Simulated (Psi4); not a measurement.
# BHO2 (oxoborinic acid), step by step

Aim: a geometry optimisation (CAM-B3LYP/6-31G**), then the harmonic vibrations, then the energy (MP2/def2-TZVPP), then the vertical excitations (TDA-CAM-B3LYP/6-31G**) of BHO2 (oxoborinic acid). 

The results are computed with Psi4 1.11.

## 1. The system as given

The species is BHO2 (4 atoms), meant as a singlet with charge 0. SMILES: `O=BO`. The coordinates come from a PBE0-D4/def2-TZVP relaxation. The run starts from this shape.

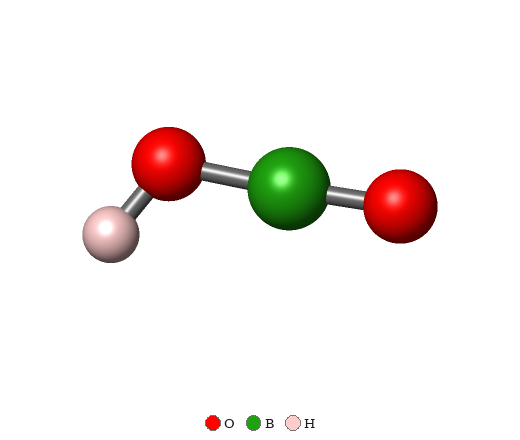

Viewed from a chosen angle; oxygen red, boron green, hydrogen pink.

## 2. A structure relaxation at CAM-B3LYP/6-31G(d,p) (density fitting, Cartesian functions) (run 1)

run.py reads:

```python
import psi4

psi4.set_memory('1600 MB')
psi4.set_num_threads(1)
psi4.core.set_output_file('output.dat', False)

mol = psi4.geometry("""
O     -1.555100     0.523500     0.428500
B     -0.423900     0.132000     0.248600
O      0.816700    -0.302000     0.108600
H      1.162300    -0.353500    -0.785700
""")

psi4.set_options({
    'geom_maxiter': 60,
})

e, wfn = psi4.optimize("cam-b3lyp/6-31G**", return_wfn=True)
print(f'total energy {e:.8f} hartree = {e * 27.211386:.5f} eV')
print(mol.to_string(dtype='xyz', units='Angstrom'))
for k, v in sorted(psi4.core.scalar_variables().items()):
    print(f'{k:45s} {v:18.10f}')
```

Run with:

```
$ python run.py
```

output.dat:

```text
[...]
  Running in c1 symmetry.
[...]
  Nuclear repulsion =   54.005576575383920
[...]
  Multiplicity = 1
[...]
  Nalpha       = 11
  Nbeta        = 11
[...]
    Number of basis functions: 50
[...]
   @DF-RKS iter   1:  -175.67300706279812   -5.07683e-01   1.61338e-02 ADIIS/DIIS
[...]
   @DF-RKS iter   7:  -175.91594323581441   -1.22213e-12   2.52984e-09 DIIS
[...]
    Orbital Energies [Eh]
    ---------------------
    Doubly Occupied:
       1A    -19.293616     2A    -19.202318     3A     -6.883867
       4A     -1.162242     5A     -1.045041     6A     -0.683013
       7A     -0.521995     8A     -0.491334     9A     -0.467019
      10A     -0.395191    11A     -0.383224
[...]
  @DF-RKS Final Energy:  -175.91594323581441
   => Energetics <=
    Nuclear Repulsion Energy =             53.9852136719667826
    One-Electron Energy =                -347.8377021030575520
    Two-Electron Energy =                 133.8376725575319597
    DFT Exchange-Correlation Energy =     -15.9011273622556022
    Empirical Dispersion Energy =           0.0000000000000000
    VV10 Nonlocal Energy =                  0.0000000000000000
    Total Energy =                       -175.9159432358144102
[...]
 Multipole Moments:
 ------------------------------------------------------------------------------------
     Multipole            Electronic (a.u.)      Nuclear  (a.u.)        Total (a.u.)
 ------------------------------------------------------------------------------------
 L = 1.  Multiply by 2.5417464519 to convert [e a0] to [Debye]
 Dipole X            :         -0.3097372            1.4820373            1.1723001
 Dipole Y            :          0.0986898           -0.4529561           -0.3542663
 Dipole Z            :          0.1540544           -0.9745731           -0.8205187
 Magnitude           :                                                    1.4741245
[...]
  -Total Gradient:
     Atom            X                  Y                   Z
    ------   -----------------  -----------------  -----------------
       1       -0.000026315176     0.000006432187     0.000038293913
       2        0.000061848827    -0.000017911304    -0.000055071875
       3       -0.000045516150     0.000010307681     0.000075302941
       4        0.000019076810    -0.000002657661    -0.000051584773
[...]
    Final optimized geometry and variables:
    Molecular point group: c1
    Full point group: C1
    Geometry (in Angstrom), charge = 0, multiplicity = 1:
    O           -1.207954750499     0.418654627975     0.184758022494
    B           -0.075706513813     0.026221201857     0.011780895534
    O            1.165291831246    -0.407935894146    -0.128100743867
    H            1.504096277334    -0.456549932638    -1.027884580588
[...]
```

On the terminal:

```text
Some dependencies such as QCElemental have not yet finished migration to pydantic v2. If issues are encountered please downgrade pydantic or upgrade QCElemental as appropriate
Optimizer: Optimization complete!
total energy -175.91594324 hartree = -4786.91663 eV
4
0 1 BHO2
O                    -1.207954750499     0.418654627975     0.184758022494
B                    -0.075706513813     0.026221201857     0.011780895534
O                     1.165291831246    -0.407935894146    -0.128100743867
H                     1.504096277334    -0.456549932638    -1.027884580588

CURRENT ENERGY                                   -175.9159432358
CURRENT REFERENCE ENERGY                         -175.9159432358
DD SOLVATION ENERGY                                 0.0000000000
DFT FUNCTIONAL TOTAL ENERGY                      -175.9159432358
DFT TOTAL ENERGY                                 -175.9159432358
DFT VV10 ENERGY                                     0.0000000000
DFT XC ENERGY                                     -15.9011273623
GRID ELECTRONS ALPHA                               10.9999996638
GRID ELECTRONS BETA                                10.9999996638
GRID ELECTRONS TOTAL                               21.9999993277
NUCLEAR REPULSION ENERGY                           53.9852136720
ONE-ELECTRON ENERGY                              -347.8377021031
OPTIMIZATION ITERATIONS                             4.0000000000
PCM POLARIZATION ENERGY                             0.0000000000
PE ENERGY                                           0.0000000000
SCF ITERATION ENERGY                             -175.9159432358
SCF ITERATIONS                                      7.0000000000
SCF TOTAL ENERGY                                 -175.9159432358
TWO-ELECTRON ENERGY                               133.8376725575
XC GRID RADIAL POINTS                              75.0000000000
XC GRID SPHERICAL POINTS                          302.0000000000
XC GRID TOTAL POINTS                            86276.0000000000
```

Run time: 8.4 s. Hardware: 1 thread of AMD EPYC 9R45 (Zen 5), shared host; peak memory 0.36 GiB.

The path in brief:

```
step  energy from the first frame kept (eV)  largest force (eV/Å)
   0                                 0.0000                0.1220
   1                                -0.0002                0.0196
   2                                -0.0003                0.0185
   3                                -0.0003                0.0046
```

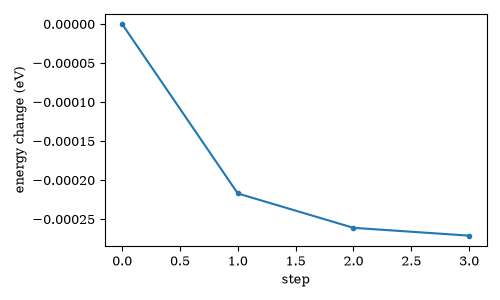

Energy along the run.

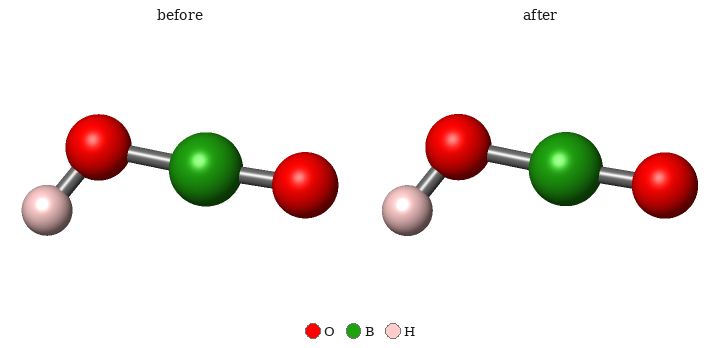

Before and after, at one scale.

After the run. Bond lengths: O1–B2 1.211 Å, B2–O3 1.322 Å, O3–H4 0.963 Å. Angles: O1–B2–O3 177.9°, B2–O3–H4 116.5°.

## 3. The harmonic vibrations at CAM-B3LYP/6-31G(d,p) (density fitting, Cartesian functions) (run 2)

bho2.in reads:

```
memory 1600 MB

molecule {
  0 1
  O     -1.555766     0.524089     0.424173
  B     -0.423517     0.131655     0.251196
  O      0.817481    -0.302502     0.111314
  H      1.156286    -0.351116    -0.788469
  units angstrom
}

set globals {
  reference                  rks
  t                          600.0
  rotational_symmetry_number 1
}

e_tot, wfn = freq("cam-b3lyp/6-31G**", return_wfn=True)
print_variables()
```

Run with:

```
$ psi4 -n 1 bho2.in bho2.out
```

bho2.out, cut to the lines that bear on the results:

```text
[...]
  Running in c1 symmetry.
[...]
  Nuclear repulsion =   53.985204182446260
[...]
  Multiplicity = 1
[...]
  Nalpha       = 11
  Nbeta        = 11
[...]
    Number of basis functions: 50
[...]
   @DF-RKS iter   1:  -175.67300658510209   -5.09174e-01   1.61295e-02 ADIIS/DIIS
[...]
   @DF-RKS iter  11:  -175.91593675320382   -2.04636e-12   4.12384e-09 DIIS
[...]
    Orbital Energies [Eh]
    ---------------------
    Doubly Occupied:
       1A    -19.293756     2A    -19.202273     3A     -6.883790
       4A     -1.161732     5A     -1.044999     6A     -0.682336
       7A     -0.521943     8A     -0.491230     9A     -0.466978
      10A     -0.395149    11A     -0.383161
[...]
  @DF-RKS Final Energy:  -175.91593675320382
   => Energetics <=
    Nuclear Repulsion Energy =             53.9725541880963888
    One-Electron Energy =                -347.8159777726584707
    Two-Electron Energy =                 133.8277304786839466
    DFT Exchange-Correlation Energy =     -15.9002436473257234
    Empirical Dispersion Energy =           0.0000000000000000
    VV10 Nonlocal Energy =                  0.0000000000000000
    Total Energy =                       -175.9159367532038232
[...]
 Multipole Moments:
[...]
  -Total Gradient:
     Atom            X                  Y                   Z
    ------   -----------------  -----------------  -----------------
       1       -0.000003365212    -0.000002029842     0.000041366209
       2        0.000113726878    -0.000036634468    -0.000054323091
       3       -0.001050974442     0.000176423269     0.002483915492
       4        0.000949700973    -0.000141584692    -0.002464008640
[...]
  ==> Harmonic Vibrational Analysis <==
[...]
  Freq [cm^-1]                 446.9341            499.6670            947.2944
[...]
  IR activ [km/mol]            49.2030             49.4709             200.2306
[...]
  Freq [cm^-1]                1051.1794           2143.5174           3920.1669
[...]
  IR activ [km/mol]             7.2867             373.1728            166.0341
[...]
  Total E_0, Enthalpy at 0 [K]                                                         -175.89541978 [Eh]
[...]
  Total H, Enthalpy at  600.00 [K]                                                     -175.88480103 [Eh]
[...]
  Total G, Gibbs energy at  600.00 [K]                                                 -175.94894375 [Eh]
[...]
```

Standard output:

```text
Warning: used thermodynamics relations inappropriate for low-frequency modes: ['446.9341' '499.6670']
```

Run time: 41 s. Hardware: 1 thread of AMD EPYC 9R45 (Zen 5), shared host; peak memory 0.36 GiB.

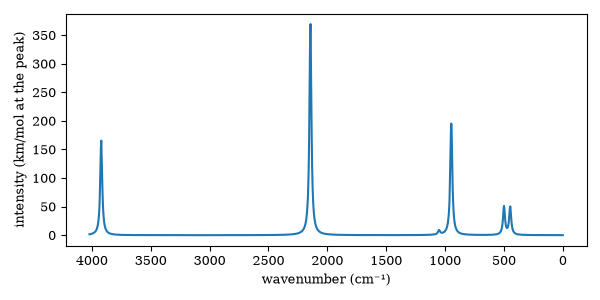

Harmonic infrared spectrum, unscaled, lines broadened by 10 cm⁻¹.

## 4. The energy at MP2/def2-TZVPP (density fitting, density fitting for correlation) (run 3)

input.inp reads:

```
memory 1.6 GB

molecule {
  0 1
  O     -1.555766     0.524089     0.424173
  B     -0.423517     0.131655     0.251196
  O      0.817481    -0.302502     0.111314
  H      1.156286    -0.351116    -0.788469
  units angstrom
  symmetry c1
}

set globals {
  reference rhf
  num_frozen_docc 3
}

energy('mp2/def2-TZVPP')
```

Run with:

```
$ psi4 input.inp input.out -n 1
```

input.out:

```text
[...]
  Running in c1 symmetry.
[...]
  Nuclear repulsion =   53.985204182446260
[...]
  Multiplicity = 1
[...]
  Nalpha       = 11
  Nbeta        = 11
[...]
    Number of basis functions: 107
[...]
   @DF-RHF iter   1:  -174.99983451096608   -1.04190e+00   6.17642e-03 DIIS/ADIIS
[...]
   @DF-RHF iter  12:  -175.16074217175151   -6.76437e-12   4.20958e-09 DIIS
[...]
    Orbital Energies [Eh]
    ---------------------
    Doubly Occupied:
       1A    -20.640373     2A    -20.536670     3A     -7.670375
       4A     -1.439546     5A     -1.310209     6A     -0.820249
       7A     -0.662659     8A     -0.625064     9A     -0.608466
      10A     -0.497737    11A     -0.491787
[...]
  @DF-RHF Final Energy:  -175.16074217175151
   => Energetics <=
    Nuclear Repulsion Energy =             53.9852041824462603
    One-Electron Energy =                -347.6856233760756822
    Two-Electron Energy =                 118.5396770218779352
    Total Energy =                       -175.1607421717515081
[...]
 Multipole Moments:
 ------------------------------------------------------------------------------------
     Multipole            Electronic (a.u.)      Nuclear  (a.u.)        Total (a.u.)
 ------------------------------------------------------------------------------------
 L = 1.  Multiply by 2.5417464519 to convert [e a0] to [Debye]
 Dipole X            :         -0.1232994            1.4820375            1.3587381
 Dipole Y            :          0.0334316           -0.4529560           -0.4195244
 Dipole Z            :          0.1334441           -0.9745727           -0.8411285
 Magnitude           :                                                    1.6521704
[...]
```

Run time: 1.9 s. Hardware: 1 thread of AMD EPYC 9R45 (Zen 5), shared host; peak memory 0.21 GiB.

## 5. The vertical excitations at TDA-CAM-B3LYP/6-31G(d,p) (density fitting, Cartesian functions, save jk yes) (run 4)

calc.in reads:

```
memory 1600 MB

molecule mol {
  O     -1.555766     0.524089     0.424173
  B     -0.423517     0.131655     0.251196
  O      0.817481    -0.302502     0.111314
  H      1.156286    -0.351116    -0.788469
  symmetry c1
}

set {
  basis     6-31G**
  reference rks
  save_jk   true
}

from psi4.driver.procrouting.response.scf_response import tdscf_excitations
e_tot, wfn = energy('cam-b3lyp', return_wfn=True)
states = tdscf_excitations(wfn, states=6, tda=True)
```

Run with:

```
$ psi4 calc.in calc.out -n 1
```

calc.out, cut to the lines that bear on the results:

```text
[...]
  Running in c1 symmetry.
[...]
  Nuclear repulsion =   53.985204182446260
[...]
  Multiplicity = 1
[...]
  Nalpha       = 11
  Nbeta        = 11
[...]
    Number of basis functions: 50
[...]
   @DF-RKS iter   1:  -175.67300657391178   -5.09174e-01   1.61295e-02 ADIIS/DIIS
[...]
   @DF-RKS iter   8:  -175.91594323221898   -2.45421e-08   4.87368e-07 DIIS
[...]
  @DF-RKS Final Energy:  -175.91594323221898
   => Energetics <=
    Nuclear Repulsion Energy =             53.9852041824462603
    One-Electron Energy =                -347.8377096558850781
    Two-Electron Energy =                 133.8376923736139474
    DFT Exchange-Correlation Energy =     -15.9011301323940923
    Empirical Dispersion Energy =           0.0000000000000000
    VV10 Nonlocal Energy =                  0.0000000000000000
    Total Energy =                       -175.9159432322189787
[...]
 Multipole Moments:
 ------------------------------------------------------------------------------------
     Multipole            Electronic (a.u.)      Nuclear  (a.u.)        Total (a.u.)
 ------------------------------------------------------------------------------------
 L = 1.  Multiply by 2.5417464519 to convert [e a0] to [Debye]
 Dipole X            :         -0.3097358            1.4820375            1.1723016
 Dipole Y            :          0.0986891           -0.4529560           -0.3542669
 Dipole Z            :          0.1540536           -0.9745727           -0.8205190
 Magnitude           :                                                    1.4741260
[...]
**********                               WARNING                                **********
**********       The names of excited state variables changed between 1.5       **********
[...]
**********                               WARNING                                **********
**********  Length-gauge rotatory strengths are **NOT** gauge-origin invariant  **********
[...]
                                    Excitation Energy         Total Energy        Oscillator Strength             Rotatory Strength
[...]
Excited State    1 (1 A):   0.29928 au   152.24 nm f = 0.0079
[...]
Excited State    3 (1 A):   0.31750 au   143.51 nm f = 0.0185
[...]
Excited State    4 (1 A):   0.33941 au   134.24 nm f = 0.0017
[...]
Excited State    5 (1 A):   0.35325 au   128.99 nm f = 0.0000
[...]
Excited State    6 (1 A):   0.38407 au   118.63 nm f = 0.0787
[...]
```

Wall time 6.6 s (1 thread of AMD EPYC 9R45 (Zen 5), shared host); peak memory 0.34 GiB.

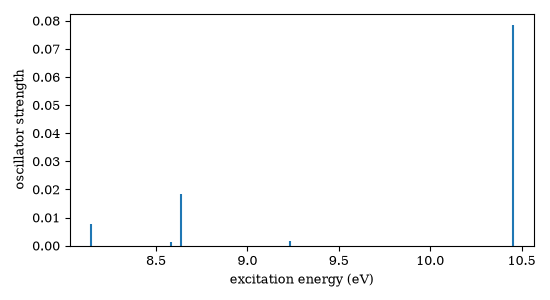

Vertical excitations as sticks.

The roots found:

```
excited state  energy (eV)  strength  label
            1        8.144    0.0079    A 1
            2        8.584    0.0011    A 1
            3        8.640    0.0185    A 1
            4        9.236    0.0017    A 1
            5        9.612    0.0000    A 1
            6       10.451    0.0787    A 1
```

## 6. Summary of results

```
                                                                        quantity             value
                               run 1, CAM-B3LYP/6-31G**: total energy at the end     -175.91594 Eh
                                         run 1, CAM-B3LYP/6-31G**: dipole moment            3.75 D
                                           run 1, CAM-B3LYP/6-31G**: HOMO energy         -10.43 eV
                                           run 1, CAM-B3LYP/6-31G**: LUMO energy           1.72 eV
                                         run 1, CAM-B3LYP/6-31G**: HOMO–LUMO gap          12.15 eV
                            run 2, CAM-B3LYP/6-31G**: lowest harmonic wavenumber          447 cm⁻¹
                           run 2, CAM-B3LYP/6-31G**: highest harmonic wavenumber         3920 cm⁻¹
                                     run 2, CAM-B3LYP/6-31G**: zero-point energy       53.9 kJ/mol
run 2, CAM-B3LYP/6-31G**: ideal-gas entropy at 600 K (symmetry number 1 as used)  67.1 cal/(mol K)
                                             run 3, MP2/def2-TZVPP: total energy     -175.71858 Eh
                      run 3, MP2/def2-TZVPP: HOMO energy (Hartree–Fock orbitals)         -13.38 eV
                      run 3, MP2/def2-TZVPP: LUMO energy (Hartree–Fock orbitals)           2.02 eV
                    run 3, MP2/def2-TZVPP: HOMO–LUMO gap (Hartree–Fock orbitals)          15.40 eV
              run 3, MP2/def2-TZVPP: correlation energy (3 core orbitals frozen)        -557.8 mEh
                 run 4, TDA-CAM-B3LYP/6-31G**: ground-state or mean-field energy     -175.91594 Eh
       run 4, TDA-CAM-B3LYP/6-31G**: dipole moment (CAM-B3LYP Kohn–Sham density)            3.75 D
        run 4, TDA-CAM-B3LYP/6-31G**: HOMO energy (CAM-B3LYP Kohn–Sham orbitals)         -10.43 eV
        run 4, TDA-CAM-B3LYP/6-31G**: LUMO energy (CAM-B3LYP Kohn–Sham orbitals)           1.72 eV
      run 4, TDA-CAM-B3LYP/6-31G**: HOMO–LUMO gap (CAM-B3LYP Kohn–Sham orbitals)          12.15 eV
                          run 4, TDA-CAM-B3LYP/6-31G**: lowest excitation energy           8.14 eV
```

The optimisation (run 1, CAM-B3LYP/6-31G**) took 4 steps and changed the energy by -0.000 eV. All 6 modes (run 2, CAM-B3LYP/6-31G**) are real, so the shape is a minimum at this level. The brightest of the 6 transitions from the ground state lies at 10.45 eV (119 nm, f = 0.079); the lowest, at 8.14 eV, has f = 0.008. The basis has no diffuse functions, so Rydberg states are missing or pushed up, and the true lowest state may lie lower. Roots above 10.4 eV lie over the negative of the HOMO energy, where those of Rydberg kind are poorly described; valence roots are less touched.
